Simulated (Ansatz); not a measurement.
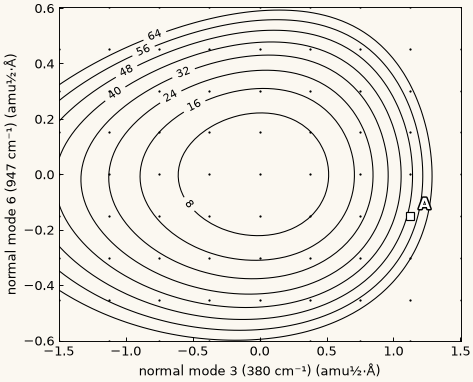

CH₃SSe, SMILES CS[Se-], charge −1. First axis: normal mode 3 (380 cm⁻¹). Second axis: normal mode 6 (947 cm⁻¹). Nothing is relaxed (straight displacements along the two mass-weighted modes). Grid: 9 × 9 points. Points are written as (first, second). Energies: kJ/mol, counted from the relaxed molecule at the same level. All numbers below come from Ansatz, RKS PBE0-D4/def2-SVPD.

The picture shows contour lines labelled in kJ/mol (none above 64), dots at the grid points, the point A. Between grid points the surface is interpolated.

Question: Which way does the force act at A, and how strong is it?

Answer: A, at (1.126 amu½·Å, −0.151 amu½·Å), is not a stationary point. The computed force is 98.3 kJ/mol for each amu½·Å towards smaller values of normal mode 3 (380 cm⁻¹) and 56 kJ/mol for each amu½·Å towards larger values of normal mode 6 (947 cm⁻¹).
